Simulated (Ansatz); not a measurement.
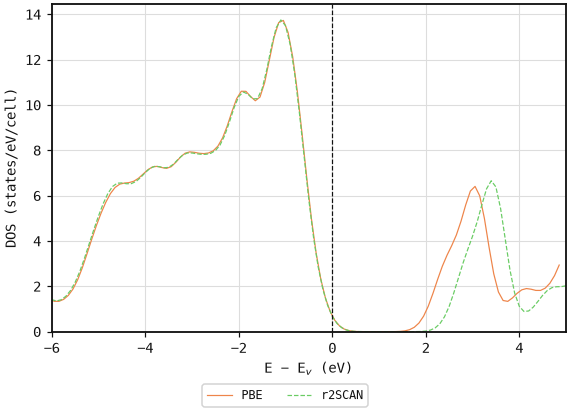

Total densities of states of TiSn3O8, space group Cmmm (No. 65), 12 atoms in the primitive cell, relaxed with r2SCAN (a = 4.72 Å, b = 4.72 Å, c = 6.30 Å, α = 90.00°, β = 90.00°, γ = 90.11°), by two methods on the same cell. The DOS curves are built from the levels of the k mesh with Gaussians 0.55 eV wide, which also blur the band edges; ripples of that width can come from the mesh. Each is counted from its own valence-band top.

### How do the methods compare?

PBE gives a gap of 1.91 eV and r2SCAN gives a gap of 2.40 eV.

Settings. PBE: Ansatz PAW set, no spin polarisation, no spin-orbit coupling, 6×6×4 k mesh, 420 eV cutoff, Fermi-Dirac smearing of 0.02 eV (Ansatz 0.2.0). r2SCAN: Ansatz PAW set, no spin polarisation, no spin-orbit coupling, 6×6×4 k mesh, 500 eV cutoff, fixed occupations (Ansatz 0.2.0).

Gaps are the smallest over all k points computed. The cell is at 7 GPa in PBE and 0 GPa in r2SCAN. LDA, GGA and most meta-GGA functionals understate gaps. The cell was built by a generator and needn't be a form met in nature. r2SCAN: the PAW data sets were made with another functional.
